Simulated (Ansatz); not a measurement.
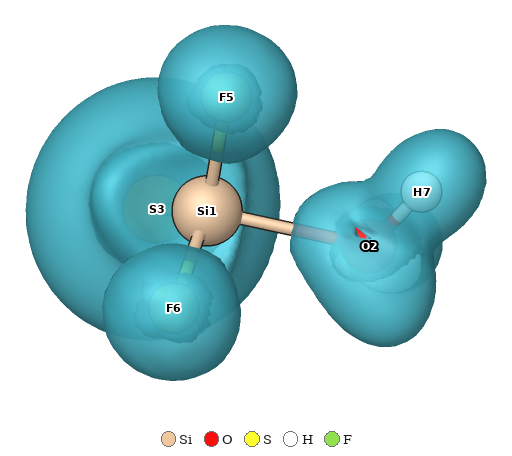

The picture shows: F2H2OSSi. Isosurface of the electron localisation function at 0.75 (cyan), seen from one side. Only the valence region is drawn (cores and ρ < 0.01 e/Å³ removed).

The product side of a reaction path; geometry: PBE0-D4/def2-TZVP.

All numbers below come from RKS PBE0-D4/def2-TZVPP (Ansatz).

```xyz
7

Si   -0.5339   -0.5616   -0.2183
O     0.7173    0.6204    0.5749
S     0.5134   -1.5529   -1.5249
H     1.5132    0.4835    0.0318
F    -1.5645    0.6018   -0.5645
F    -1.1170   -1.1478    1.1295
H     0.4716    1.5566    0.5714
```

Question: Identify the bonds, lone pairs and shells in this picture.

Answer: At this value the surface marks out one region on S in which the atom's valence shell and bonds are merged, two regions wrapped around F (its lone pairs, merged into a ring or cap) and one joined region spread over several atoms (H, O), in which their bonds and any lone pairs are merged.

Values along the shortest contacts:
Si–F (1.58 Å): the ELF peaks at about 0.85 in the valence shell of F, 0.6 Å from its nucleus, and is about 0.50 at the midpoint. Si–O (1.90 Å): the ELF peaks at about 0.90 between the atoms; a polar covalent bond.
